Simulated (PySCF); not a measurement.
SMILES FC(CCC(F)(F)F)(F)F (C₄H₄F₆) at its GFN2-xTB optimised geometry (Å):

```
14

F      2.2884    -0.8878    -1.2344
C      1.7845     0.3545    -1.2439
F      2.2916     0.9798    -0.1724
F      2.2819     0.9672    -2.3229
C      0.2660     0.3563    -1.2432
C     -0.2671    -0.3565     0.0000
C     -1.7856    -0.3565     0.0000
F     -2.2916     0.8847     0.0000
F     -2.2913    -0.9740    -1.0770
F     -2.2825    -0.9787     1.0740
H     -0.0697    -0.1469    -2.1529
H     -0.0678     1.3962    -1.2679
H      0.0674    -1.3962     0.0246
H      0.0677     0.1466     0.9100
```

Computed with CAM-B3LYP/def2-TZVP run with PySCF. Cells within 0.4 Å of a nucleus heavier than hydrogen are left out (blank, or x).

Map of the electron localisation function on the plane z = 0.0 Å:

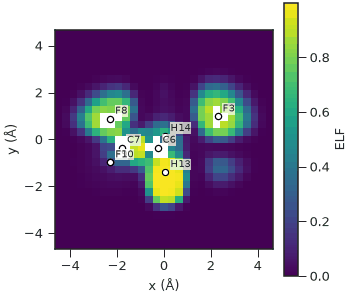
*Electron localisation function on the plane z = 0.0 Å.*
